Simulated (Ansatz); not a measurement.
**Run report: CH5NOSn, geometry relaxation (part 1 of 3)**

- system: CH5NOSn
- method: RKS PBE0-D4/def2-TZVP (Ansatz 0.2.0)

The geometry: PBE-D4/def2-SVP start. Figures and captions count atoms from 1; the log counts them from 0 in places.

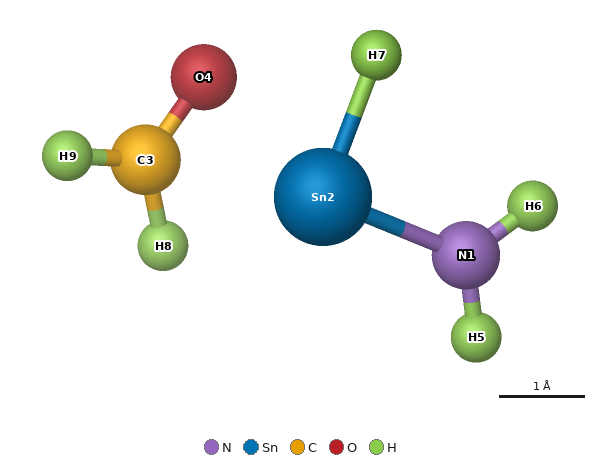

Fig. 1: The structure as given in the input (ball-and-stick view, seen at a tilt; atoms are numbered from 1 in the order of the input). Sticks mark near contacts. Bond lengths as drawn: C–H 1.13 Å, C–O 1.22 Å, H–N 1.02 Å, H–Sn 1.79 Å and N–Sn 2.05 Å.

**Key numbers**

| quantity | value |
| --- | --- |
| outcome | converged |
| total energy | −10483.2838 eV |
| mean-field energy | −10483.1246 eV |
| dispersion energy | −0.1592 eV |
| SCF solution under orbital rotations | stable |
| largest force (length of the vector) at the end | 0.002 eV/Å |
| dipole moment | 3.17 D |
| hardware | 4 threads of Arm Neoverse V1, 23 GiB of memory available, shared host |
| wall time | 2 min (CPU time 7.3 min) |
| peak memory | 0.4 GiB |

**Input file**
```yaml
crystal:
  periodic: [false, false, false]
  atoms:
    - {symbol: N, position_ang: [0.017693, 2.018954, -0.541160]}
    - {symbol: Sn, position_ang: [0.674175, 0.735718, 0.913157]}
    - {symbol: C, position_ang: [0.147061, -2.098212, -0.074737]}
    - {symbol: O, position_ang: [-1.000435, -1.805362, 0.212267]}
    - {symbol: H, position_ang: [0.546015, 2.224632, -1.393337]}
    - {symbol: H, position_ang: [-0.903321, 2.465910, -0.558059]}
    - {symbol: H, position_ang: [-0.822367, 0.941437, 1.879640]}
    - {symbol: H, position_ang: [0.603011, -1.863578, -1.082362]}
    - {symbol: H, position_ang: [0.826568, -2.665799, 0.627390]}
basis:
  gaussian: {orbitals: def2-TZVP}
hamiltonian: {xc: pbe0, dispersion: d4}
relax: {f_tol: 0.005, max_steps: 150}
```

Command:
```bash
ansatz run in.yaml --threads 4 --pin off --events-out ev --progress --plain --max-ram 10444MiB
```

**The program's output**
```
Functional definition: PBE0
  name "PBE0"
  cite "Adamo & Barone, J. Chem. Phys. 110, 6158 (1999) doi:10.1063/1.478522"
  cite "Perdew, Burke & Ernzerhof, Phys. Rev. Lett. 77, 3865 (1996) doi:10.1103/PhysRevLett.77.3865"
  parent pbe
  parameter a = 0.25
  parameter kappa = 0.804
  parameter beta = 0.06672455060314922
  exchange = (1 - a)*pbe_x(kappa = kappa, mu = beta*pi^2/3) + a*exact_x
  correlation = pbe_c(beta = beta)
1167 factors; their error is unknown
mean field evaluation 1: about -10470.9817 eV, gradient 7.6e1 eV
mean field evaluation 2: about -10419.1959 eV, gradient 1.5e2 eV
mean field evaluation 4: about -10482.4276 eV, gradient 1.1e1 eV
mean field evaluation 8: about -10482.6542 eV, gradient 1.2e-1 eV
mean field evaluation 16: about -10482.7343 eV, gradient 4.4e-3 eV
mean field -10482.73432092 eV, -385.2333808412 hartree, gradient 5.8e-5 eV, S^2 0.000000; 0 other end points of the search recorded, 0 dependent functions left out
the calculation of the forces begins
reference -10482.73435832 eV, -385.2333822157 hartree; 24, 24 occupied and 149, 149 virtual orbitals, 1167 factors
relax step   1: F+E_penalty+E_count = -10482.87956706 eV  Δ(F+E_penalty+E_count) = +0.000e0 eV  max|allowed force component| = 1.332e0 eV/Å  Δτ_max = 0.0000 Å  (31 SCF iters, accepted)
these checks for a lower state are left out or cut short: starts, cluster_reference, orbital_swaps, neighbouring_geometries, increment
1167 factors; their error is unknown
mean field -10482.65002740 eV, -385.2302831116 hartree, gradient 1.2e-5 eV, S^2 0.000000; 0 other end points of the search recorded, 0 dependent functions left out
[... from here on the field's lines of each further geometry are left out, up to the last ...]
relax step   2: F+E_penalty+E_count = -10482.79301163 eV  Δ(F+E_penalty+E_count) = +8.656e-2 eV  max|allowed force component| = 2.114e0 eV/Å  Δτ_max = 0.1395 Å  (38 SCF iters, rejected (line search))
relax step   3: F+E_penalty+E_count = -10482.90242719 eV  Δ(F+E_penalty+E_count) = -2.286e-2 eV  max|allowed force component| = 1.369e0 eV/Å  Δτ_max = 0.0680 Å  (32 SCF iters, accepted)
relax step   4: F+E_penalty+E_count = -10482.93330637 eV  Δ(F+E_penalty+E_count) = -3.088e-2 eV  max|allowed force component| = 1.069e0 eV/Å  Δτ_max = 0.1000 Å  (34 SCF iters, accepted)
relax step   5: F+E_penalty+E_count = -10482.92375973 eV  Δ(F+E_penalty+E_count) = +9.547e-3 eV  max|allowed force component| = 6.785e-1 eV/Å  Δτ_max = 0.1348 Å  (34 SCF iters, rejected (line search))
relax step   6: F+E_penalty+E_count = -10482.93829935 eV  Δ(F+E_penalty+E_count) = -4.993e-3 eV  max|allowed force component| = 8.092e-1 eV/Å  Δτ_max = 0.0345 Å  (35 SCF iters, accepted)
relax step   7: F+E_penalty+E_count = -10482.94391835 eV  Δ(F+E_penalty+E_count) = -5.619e-3 eV  max|allowed force component| = 9.804e-2 eV/Å  Δτ_max = 0.0749 Å  (33 SCF iters, accepted)
relax step   8: F+E_penalty+E_count = -10482.93537425 eV  Δ(F+E_penalty+E_count) = +8.544e-3 eV  max|allowed force component| = 1.269e-1 eV/Å  Δτ_max = 0.1125 Å  (33 SCF iters, rejected (line search))
relax step   9: F+E_penalty+E_count = -10482.94682341 eV  Δ(F+E_penalty+E_count) = -2.905e-3 eV  max|allowed force component| = 6.356e-2 eV/Å  Δτ_max = 0.0562 Å  (33 SCF iters, accepted)
relax step  10: F+E_penalty+E_count = -10482.94826172 eV  Δ(F+E_penalty+E_count) = -1.438e-3 eV  max|allowed force component| = 9.706e-2 eV/Å  Δτ_max = 0.0553 Å  (33 SCF iters, accepted)
relax step  11: F+E_penalty+E_count = -10482.93543567 eV  Δ(F+E_penalty+E_count) = +1.283e-2 eV  max|allowed force component| = 6.023e-1 eV/Å  Δτ_max = 0.0833 Å  (32 SCF iters, rejected (line search))
relax step  12: F+E_penalty+E_count = -10482.94969338 eV  Δ(F+E_penalty+E_count) = -1.432e-3 eV  max|allowed force component| = 6.970e-2 eV/Å  Δτ_max = 0.0417 Å  (33 SCF iters, accepted)
relax step  13: F+E_penalty+E_count = -10482.95104951 eV  Δ(F+E_penalty+E_count) = -1.356e-3 eV  max|allowed force component| = 1.037e-1 eV/Å  Δτ_max = 0.0411 Å  (33 SCF iters, accepted)
relax step  14: F+E_penalty+E_count = -10482.95347463 eV  Δ(F+E_penalty+E_count) = -2.425e-3 eV  max|allowed force component| = 1.870e-1 eV/Å  Δτ_max = 0.0629 Å  (34 SCF iters, accepted)
relax step  15: F+E_penalty+E_count = -10482.95852096 eV  Δ(F+E_penalty+E_count) = -5.046e-3 eV  max|allowed force component| = 2.568e-1 eV/Å  Δτ_max = 0.0948 Å  (35 SCF iters, accepted)
relax step  16: F+E_penalty+E_count = -10482.96245102 eV  Δ(F+E_penalty+E_count) = -3.930e-3 eV  max|allowed force component| = 5.925e-1 eV/Å  Δτ_max = 0.1397 Å  (32 SCF iters, accepted)
relax step  17: F+E_penalty+E_count = -10482.73077478 eV  Δ(F+E_penalty+E_count) = +2.317e-1 eV  max|allowed force component| = 2.858e0 eV/Å  Δτ_max = 0.1951 Å  (39 SCF iters, rejected (line search))
relax step  18: F+E_penalty+E_count = -10482.97512050 eV  Δ(F+E_penalty+E_count) = -1.267e-2 eV  max|allowed force component| = 5.897e-1 eV/Å  Δτ_max = 0.0975 Å  (33 SCF iters, accepted)
relax step  19: F+E_penalty+E_count = -10482.99907553 eV  Δ(F+E_penalty+E_count) = -2.396e-2 eV  max|allowed force component| = 4.166e-1 eV/Å  Δτ_max = 0.1000 Å  (32 SCF iters, accepted)
relax step  20: F+E_penalty+E_count = -10483.02951937 eV  Δ(F+E_penalty+E_count) = -3.044e-2 eV  max|allowed force component| = 4.032e-1 eV/Å  Δτ_max = 0.1500 Å  (39 SCF iters, accepted)
relax step  21: F+E_penalty+E_count = -10483.02475019 eV  Δ(F+E_penalty+E_count) = +4.769e-3 eV  max|allowed force component| = 1.493e0 eV/Å  Δτ_max = 0.1914 Å  (38 SCF iters, rejected (line search))
relax step  22: F+E_penalty+E_count = -10483.04526126 eV  Δ(F+E_penalty+E_count) = -1.574e-2 eV  max|allowed force component| = 3.960e-1 eV/Å  Δτ_max = 0.0957 Å  (33 SCF iters, accepted)
relax step  23: F+E_penalty+E_count = -10483.06005862 eV  Δ(F+E_penalty+E_count) = -1.480e-2 eV  max|allowed force component| = 5.725e-1 eV/Å  Δτ_max = 0.0975 Å  (33 SCF iters, accepted)
relax step  24: F+E_penalty+E_count = -10483.07325605 eV  Δ(F+E_penalty+E_count) = -1.320e-2 eV  max|allowed force component| = 4.774e-1 eV/Å  Δτ_max = 0.0782 Å  (35 SCF iters, accepted)
relax step  25: F+E_penalty+E_count = -10483.06625702 eV  Δ(F+E_penalty+E_count) = +6.999e-3 eV  max|allowed force component| = 8.207e-1 eV/Å  Δτ_max = 0.1972 Å  (33 SCF iters, rejected (line search))
relax step  26: F+E_penalty+E_count = -10483.08862602 eV  Δ(F+E_penalty+E_count) = -1.537e-2 eV  max|allowed force component| = 3.134e-1 eV/Å  Δτ_max = 0.0985 Å  (34 SCF iters, accepted)
relax step  27: F+E_penalty+E_count = -10483.09502013 eV  Δ(F+E_penalty+E_count) = -6.394e-3 eV  max|allowed force component| = 3.863e-1 eV/Å  Δτ_max = 0.0970 Å  (33 SCF iters, accepted)
relax step  28: F+E_penalty+E_count = -10483.11629076 eV  Δ(F+E_penalty+E_count) = -2.127e-2 eV  max|allowed force component| = 1.458e-1 eV/Å  Δτ_max = 0.0955 Å  (33 SCF iters, accepted)
relax step  29: F+E_penalty+E_count = -10483.11912002 eV  Δ(F+E_penalty+E_count) = -2.829e-3 eV  max|allowed force component| = 3.677e-1 eV/Å  Δτ_max = 0.1936 Å  (39 SCF iters, accepted)
relax step  30: F+E_penalty+E_count = -10483.13502152 eV  Δ(F+E_penalty+E_count) = -1.590e-2 eV  max|allowed force component| = 5.045e-1 eV/Å  Δτ_max = 0.1117 Å  (33 SCF iters, accepted)
relax step  31: F+E_penalty+E_count = -10483.11724994 eV  Δ(F+E_penalty+E_count) = +1.777e-2 eV  max|allowed force component| = 1.009e0 eV/Å  Δτ_max = 0.1317 Å  (32 SCF iters, rejected (line search))
relax step  32: F+E_penalty+E_count = -10483.14745764 eV  Δ(F+E_penalty+E_count) = -1.244e-2 eV  max|allowed force component| = 3.353e-1 eV/Å  Δτ_max = 0.0643 Å  (33 SCF iters, accepted)
relax step  33: F+E_penalty+E_count = -10483.15841950 eV  Δ(F+E_penalty+E_count) = -1.096e-2 eV  max|allowed force component| = 3.365e-1 eV/Å  Δτ_max = 0.1000 Å  (33 SCF iters, accepted)
relax step  34: F+E_penalty+E_count = -10483.17299088 eV  Δ(F+E_penalty+E_count) = -1.457e-2 eV  max|allowed force component| = 4.852e-1 eV/Å  Δτ_max = 0.1484 Å  (32 SCF iters, accepted)
relax step  35: F+E_penalty+E_count = -10483.14559008 eV  Δ(F+E_penalty+E_count) = +2.740e-2 eV  max|allowed force component| = 1.530e0 eV/Å  Δτ_max = 0.1956 Å  (38 SCF iters, rejected (line search))
relax step  36: F+E_penalty+E_count = -10483.18588681 eV  Δ(F+E_penalty+E_count) = -1.290e-2 eV  max|allowed force component| = 3.547e-1 eV/Å  Δτ_max = 0.0656 Å  (32 SCF iters, accepted)
relax step  37: F+E_penalty+E_count = -10483.20232582 eV  Δ(F+E_penalty+E_count) = -1.644e-2 eV  max|allowed force component| = 3.381e-1 eV/Å  Δτ_max = 0.1000 Å  (33 SCF iters, accepted)
relax step  38: F+E_penalty+E_count = -10483.21596687 eV  Δ(F+E_penalty+E_count) = -1.364e-2 eV  max|allowed force component| = 7.004e-1 eV/Å  Δτ_max = 0.1440 Å  (33 SCF iters, accepted)
relax step  39: F+E_penalty+E_count = -10483.25737502 eV  Δ(F+E_penalty+E_count) = -4.141e-2 eV  max|allowed force component| = 2.000e-1 eV/Å  Δτ_max = 0.2000 Å  (38 SCF iters, accepted)
relax step  40: F+E_penalty+E_count = -10483.26667945 eV  Δ(F+E_penalty+E_count) = -9.304e-3 eV  max|allowed force component| = 1.466e-1 eV/Å  Δτ_max = 0.0697 Å  (32 SCF iters, accepted)
relax step  41: F+E_penalty+E_count = -10483.27792406 eV  Δ(F+E_penalty+E_count) = -1.124e-2 eV  max|allowed force component| = 1.071e-1 eV/Å  Δτ_max = 0.2000 Å  (33 SCF iters, accepted)
relax step  42: F+E_penalty+E_count = -10483.27281652 eV  Δ(F+E_penalty+E_count) = +5.108e-3 eV  max|allowed force component| = 5.306e-1 eV/Å  Δτ_max = 0.0891 Å  (33 SCF iters, rejected (line search))
relax step  43: F+E_penalty+E_count = -10483.28202913 eV  Δ(F+E_penalty+E_count) = -4.105e-3 eV  max|allowed force component| = 3.873e-2 eV/Å  Δτ_max = 0.0446 Å  (32 SCF iters, accepted)
relax step  44: F+E_penalty+E_count = -10483.28312114 eV  Δ(F+E_penalty+E_count) = -1.092e-3 eV  max|allowed force component| = 1.804e-1 eV/Å  Δτ_max = 0.0412 Å  (32 SCF iters, accepted)
relax step  45: F+E_penalty+E_count = -10483.28358193 eV  Δ(F+E_penalty+E_count) = -4.608e-4 eV  max|allowed force component| = 2.060e-2 eV/Å  Δτ_max = 0.0152 Å  (33 SCF iters, accepted)
relax step  46: F+E_penalty+E_count = -10483.28362366 eV  Δ(F+E_penalty+E_count) = -4.172e-5 eV  max|allowed force component| = 1.714e-2 eV/Å  Δτ_max = 0.0046 Å  (34 SCF iters, accepted)
relax step  47: F+E_penalty+E_count = -10483.28367942 eV  Δ(F+E_penalty+E_count) = -5.576e-5 eV  max|allowed force component| = 1.373e-2 eV/Å  Δτ_max = 0.0035 Å  (34 SCF iters, accepted)
relax step  48: F+E_penalty+E_count = -10483.28368992 eV  Δ(F+E_penalty+E_count) = -1.050e-5 eV  max|allowed force component| = 7.721e-3 eV/Å  Δτ_max = 0.0047 Å  (35 SCF iters, accepted)
relax step  49: F+E_penalty+E_count = -10483.28330521 eV  Δ(F+E_penalty+E_count) = +3.847e-4 eV  max|allowed force component| = 1.094e-1 eV/Å  Δτ_max = 0.0063 Å  (34 SCF iters, rejected (line search))
the calculation of the forces begins
reference -10483.12456450 eV, -385.2477220282 hartree; 24, 24 occupied and 149, 149 virtual orbitals, 1167 factors
relax step  50: F+E_penalty+E_count = -10483.28372328 eV  Δ(F+E_penalty+E_count) = -3.336e-5 eV  max|allowed force component| = 1.525e-3 eV/Å  Δτ_max = 0.0031 Å  (34 SCF iters, accepted)
1167 factors; their error is unknown
mean field evaluation 384: about -10483.0450 eV, gradient 2.4e-1 eV
```

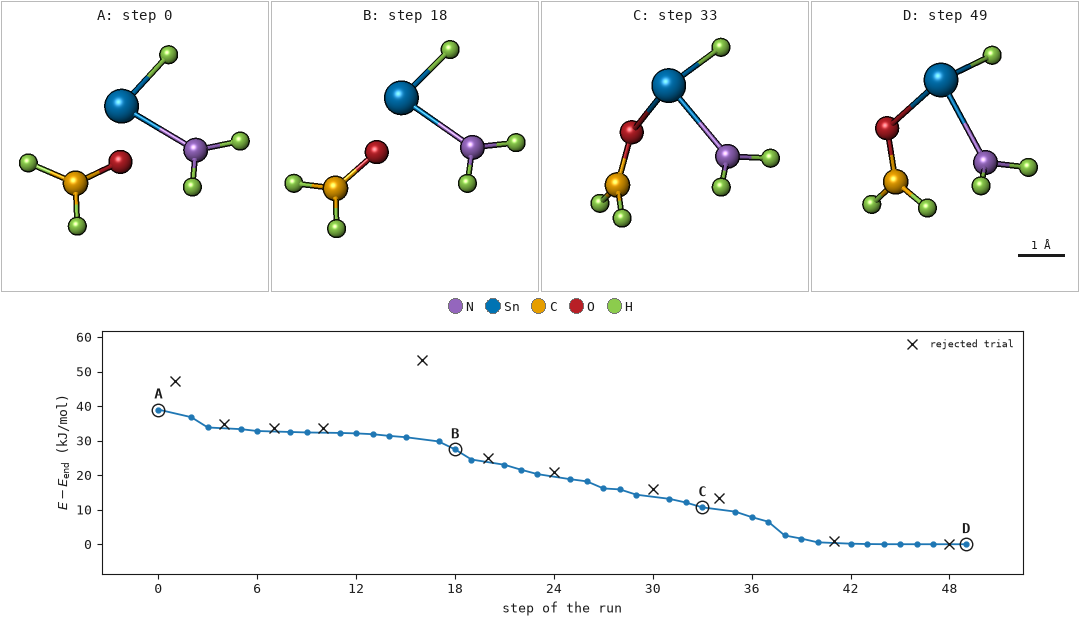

Fig. 2: Frames of the relaxation (ball-and-stick view, seen at a tilt) above the curves, on which the letters mark them (the first geometry is step 0 here and step 1 in the log).

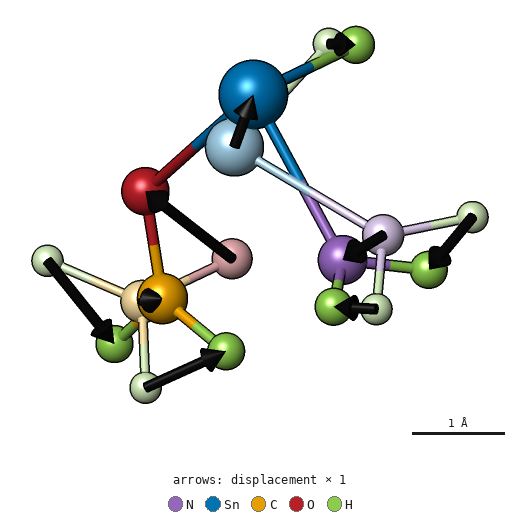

Fig. 3: Start (faint) and end (solid) with the displacements as black arrows, at true length (ball-and-stick view, seen at a tilt). The two geometries are laid on each other by the best rigid fit. After 49 geometry steps the energy has fallen by 39.0 kJ/mol. The largest force component goes from 1.3 to 0.0015 eV/Å. The line search rejected the trial steps at points 1, 4, 7, 10, 16, 20, 24, 30 and more (counted from 0) and went back. O4 moves most after the best rigid fit: 1.61 Å. Largest moves by element: O 1.61 Å, H 1.23 Å, N 0.69 Å, Sn 0.62 Å, C 0.39 Å. Among the contacts that change: Sn2–O4 3.123 → 2.501 Å, C3–H8 1.131 → 1.104 Å, N1–H5 1.024 → 1.010 Å, N1–Sn2 2.048 → 2.062 Å. Among the angles that change: H8–C3–H9 114.6° → 120.1°, Sn2–N1–H5 123.5° → 118.5°, Sn2–N1–H6 125.0° → 120.1°. (Atoms are counted from 1 in the order of the input.)

```
mean field -10483.12452902 eV, -385.2477207246 hartree, gradient 1.1e-5 eV, S^2 0.000000; 1 other end points of the search recorded, 0 dependent functions left out
the calculation of the forces begins
reference -10483.12456450 eV, -385.2477220282 hartree; 24, 24 occupied and 149, 149 virtual orbitals, 1167 factors
Total energy: -10483.28375876 eV, -385.2535723093 hartree
Atom 0 at     0.081519     1.316807    -0.648736 Å, force    -0.000389    -0.000984     0.000415 eV/Å
Atom 1 at     0.618618     1.148257     1.334534 Å, force    -0.000322     0.001183     0.001011 eV/Å
Atom 2 at     0.146045    -1.723530    -0.116453 Å, force    -0.001525    -0.000467    -0.000196 eV/Å
Atom 3 at     0.362528    -1.317365     0.999301 Å, force     0.000388    -0.000559    -0.000449 eV/Å
Atom 4 at     0.731404     1.750643    -1.287915 Å, force    -0.000155     0.000258    -0.000045 eV/Å
Atom 5 at    -0.862379     1.575429    -0.897334 Å, force     0.000282     0.000769    -0.000882 eV/Å
Atom 6 at    -1.080572     1.022713     1.849342 Å, force     0.001121    -0.001306    -0.000744 eV/Å
Atom 7 at     0.040904    -1.012464    -0.954117 Å, force     0.000281    -0.000171     0.000087 eV/Å
Atom 8 at     0.050333    -2.806789    -0.295823 Å, force     0.000319     0.001275     0.000804 eV/Å
Dipole moment:    -0.037514    -0.355153    -0.556092 e Å
```

**Trajectory as extended XYZ (Å, eV, eV/Å), 50 frames, from step=1 to step=50**
```
9
Properties=species:S:1:pos:R:3:forces:R:3 step=1 energy=-10482.87957
N     0.0177    2.0190   -0.5412   -0.0121   0.0243  -0.1090
Sn    0.6742    0.7357    0.9132   -0.5354   0.5144  -0.3538
C     0.1471   -2.0982   -0.0747   -0.4514  -0.0106   0.0653
O    -1.0004   -1.8054    0.2123    1.3322  -0.3142  -0.3229
H     0.5460    2.2246   -1.3933   -0.3514  -0.1466   0.5852
H    -0.9033    2.4659   -0.5581    0.6263  -0.3317   0.0325
H    -0.8224    0.9414    1.8796    0.2642  -0.0266  -0.1398
H     0.6030   -1.8636   -1.0824   -0.3760  -0.0749   0.5873
H     0.8266   -2.6658    0.6274   -0.4963   0.3660  -0.3448
9
Properties=species:S:1:pos:R:3:forces:R:3 step=2 energy=-10482.79301 accepted=F
N     0.0288    2.0723   -0.5044   -0.6244   0.2557  -0.3347
Sn    0.6390    0.8126    0.9303    0.4276  -0.0889  -0.0097
C     0.1260   -2.2249   -0.1292   -0.1937   2.1145   1.0339
O    -0.9469   -1.7608    0.2226    1.0163  -1.0864  -0.6461
H     0.5542    2.2417   -1.3524   -0.0804  -0.0550   0.1663
H    -0.9334    2.4028   -0.6010    0.5786  -0.1229   0.0864
H    -0.7976    1.0166    1.8963   -0.2855   0.0376   0.1018
H     0.6008   -1.9088   -1.0908   -0.3870  -0.6177   0.0078
H     0.8175   -2.6978    0.6113   -0.4516  -0.4369  -0.4058
```
